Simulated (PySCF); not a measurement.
# UPBE/cc-pVDZ run of BHBr (SMILES [BH]Br)

What is the vertical ionisation energy of BHBr at UPBE/cc-pVDZ? Input form: a Python script.

Program for the calculation: PySCF 2.14.0.

## 1. The molecule

The species is BHBr (3 atoms), meant as a doublet with charge 0. SMILES: `[BH]Br`. Geometry: relaxed at PBE0-D4/def2-TZVP.

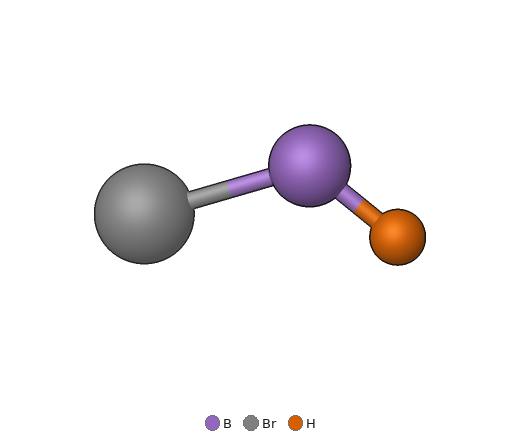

The structure, seen from a chosen angle (boron purple, bromine grey, hydrogen orange).

## 2. A single-point energy at UPBE/cc-pVDZ

The input, job.py:

```python
from pyscf import gto, dft

mol = gto.M(
    atom='''
B       -0.094500      -0.523000      -0.115700
Br       1.181000       0.563200       0.709800
H       -1.097400      -0.105000      -0.607300
''',
    max_memory=1860,
    spin=1,
    charge=0,
    verbose=3,
    basis='cc-pvdz',
)

mf = dft.UKS(mol, xc='pbe')
mf.grids.level = 4
mf.conv_tol = 1e-10
mf.kernel()
if not mf.converged:
    mf = mf.newton().run(mf.mo_coeff, mf.mo_occ)

e_final = mf.e_tot
print('E = %.10f Eh' % e_final)
```

Started as:

```bash
OMP_NUM_THREADS=1 python job.py
```

The program printed:

```text
converged SCF energy = -2599.08461408239  <S^2> = 0.75266876  2S+1 = 2.002667
E = -2599.0846140824 Eh
```

Run time: 3.6 s. Hardware: 1 thread of Intel Xeon Platinum 8559C (Emerald Rapids), shared host; peak memory 0.25 GiB.

## 3. The singlet cation

The input, run.py:

```python
from pyscf import gto, dft

system = gto.M(
    atom='''
B       -0.094500      -0.523000      -0.115700
Br       1.181000       0.563200       0.709800
H       -1.097400      -0.105000      -0.607300
''',
    charge=1,
    verbose=4,
    basis='cc-pvdz',
    max_memory=1860,
)

mf = dft.RKS(system)
mf.xc = 'pbe'
mf.conv_tol = 1e-10
mf.grids.level = 4
mf.kernel()
if not mf.converged:
    mf = mf.newton().run(mf.mo_coeff, mf.mo_occ)

energy = mf.e_tot
print(f'total energy: {energy:.8f} hartree')
```

Started as:

```bash
OMP_NUM_THREADS=1 python run.py
```

The program printed:

```text
PySCF version 2.14.0

[INPUT] num. atoms = 3
[INPUT] num. electrons = 40
[INPUT] charge = 1
[INPUT] spin (= nelec alpha-beta = 2S) = 0
[INPUT] symmetry False subgroup None
[INPUT] Mole.unit = angstrom
[INPUT] Symbol           X                Y                Z      unit          X                Y                Z       unit  Magmom
[INPUT]  1 B     -0.094500000000  -0.523000000000  -0.115700000000 AA   -0.178579118771  -0.988326763148  -0.218641312612 Bohr   0.0
[INPUT]  2 Br     1.181000000000   0.563200000000   0.709800000000 AA    2.231766553111   1.064293753355   1.341327603216 Bohr   0.0
[INPUT]  3 H     -1.097400000000  -0.105000000000  -0.607300000000 AA   -2.073785449098  -0.198421243079  -1.147630675448 Bohr   0.0

nuclear repulsion = 58.6237283812187
number of shells = 14
number of NR pGTOs = 110
number of NR cGTOs = 46
basis = cc-pvdz
ecp = {}

******** <class 'pyscf.dft.rks.RKS'> ********
method = RKS
initial guess = minao
damping factor = 0
level_shift factor = 0
DIIS = <class 'pyscf.scf.diis.CDIIS'>
diis_start_cycle = 1
diis_space = 8
diis_damp = 0
SCF conv_tol = 1e-10
SCF conv_tol_grad = None
SCF max_cycles = 50
direct_scf = True
direct_scf_tol = 1e-13
XC library pyscf.dft.libxc version 7.0.0
    S. Lehtola, C. Steigemann, M. J.T. Oliveira, and M. A.L. Marques.,  SoftwareX 7, 1–5 (2018)
XC functionals = pbe
    J. P. Perdew, K. Burke, and M. Ernzerhof.,  Phys. Rev. Lett. 77, 3865 (1996)
    J. P. Perdew, K. Burke, and M. Ernzerhof.,  Phys. Rev. Lett. 78, 1396 (1997)
    J. P. Perdew, K. Burke, and M. Ernzerhof.,  Phys. Rev. Lett. 77, 3865 (1996)
    J. P. Perdew, K. Burke, and M. Ernzerhof.,  Phys. Rev. Lett. 78, 1396 (1997)
radial grids:
    Treutler-Ahlrichs [JCP 102, 346 (1995); DOI:10.1063/1.469408] (M4) radial grids

becke partition: Becke, JCP 88, 2547 (1988); DOI:10.1063/1.454033
pruning grids: <function nwchem_prune>
grids dens level: 4
symmetrized grids: False
atomic radii adjust function: <function treutler_atomic_radii_adjust>
small_rho_cutoff = 0
Set gradient conv threshold to 1e-05
Initial guess from minao.
tot grids = 74000
init E= -2598.14626559097
  HOMO = -0.318260765862345  LUMO = -0.164314046124299  gap/eV = 4.18910
cycle= 1 E= -2598.74193269359  delta_E= -0.596  |g|= 0.259  |ddm|= 1.53
  HOMO = -0.580795559753582  LUMO = -0.484596524073973  gap/eV = 2.61771
cycle= 2 E= -2598.35585458897  delta_E= 0.386  |g|= 1.11  |ddm|= 1.21
  HOMO = -0.58745468793707  LUMO = -0.456836851038573  gap/eV = 3.55429
cycle= 3 E= -2598.76970987618  delta_E= -0.414  |g|= 0.109  |ddm|= 0.918
  HOMO = -0.563855659346786  LUMO = -0.440036772171432  gap/eV = 3.36928
cycle= 4 E= -2598.77301305877  delta_E= -0.0033  |g|= 0.0373  |ddm|= 0.143
  HOMO = -0.564997691064622  LUMO = -0.439000250048096  gap/eV = 3.42857
cycle= 5 E= -2598.77354116773  delta_E= -0.000528  |g|= 0.00418  |ddm|= 0.0346
  HOMO = -0.565248086316735  LUMO = -0.438858939005375  gap/eV = 3.43922
cycle= 6 E= -2598.77354783648  delta_E= -6.67e-06  |g|= 0.00116  |ddm|= 0.00469
  HOMO = -0.56516549114222  LUMO = -0.438742571230279  gap/eV = 3.44014
cycle= 7 E= -2598.77354836049  delta_E= -5.24e-07  |g|= 0.000163  |ddm|= 0.00127
  HOMO = -0.565146726815045  LUMO = -0.438739946212168  gap/eV = 3.43970
cycle= 8 E= -2598.77354837212  delta_E= -1.16e-08  |g|= 2.29e-05  |ddm|= 0.000199
  HOMO = -0.565146539630561  LUMO = -0.438740480986204  gap/eV = 3.43968
cycle= 9 E= -2598.7735483723  delta_E= -1.75e-10  |g|= 4.75e-06  |ddm|= 2.14e-05
  HOMO = -0.56514722500858  LUMO = -0.438740576277046  gap/eV = 3.43970
cycle= 10 E= -2598.7735483723  delta_E= -5.46e-12  |g|= 8.17e-07  |ddm|= 5.4e-06
  HOMO = -0.565147272359285  LUMO = -0.438740440244999  gap/eV = 3.43971
Extra cycle  E= -2598.77354837231  delta_E= -8.19e-12  |g|= 2.31e-06  |ddm|= 2.92e-06
converged SCF energy = -2598.77354837231
total energy: -2598.77354837 hartree
```

Wall time 2.6 s (1 thread of Intel Xeon Platinum 8559C (Emerald Rapids), shared host); peak memory 0.24 GiB.

## 4. Summary of results

Level: UPBE/cc-pVDZ.

| quantity | value |
| --- | --- |
| doublet BHBr: total energy | -2599.08461 Eh |
| doublet BHBr: dipole moment | 0.64 D |
| doublet BHBr: HOMO energy (highest over α and β) | -4.75 eV |
| doublet BHBr: LUMO energy (lowest over α and β) | -3.11 eV |
| doublet BHBr: ⟨S²⟩ | 0.753 |
| singlet cation: total energy | -2598.77355 Eh |
| singlet cation: HOMO energy | -15.38 eV |
| singlet cation: LUMO energy | -11.94 eV |
| singlet cation: HOMO–LUMO gap | 3.44 eV |
| vertical ionisation energy (to the singlet cation) | 8.465 eV |

What this shows: Removing an electron at fixed nuclei costs 8.46 eV (817 kJ/mol). Only the singlet of the ionised species was computed; a triplet could lie lower.
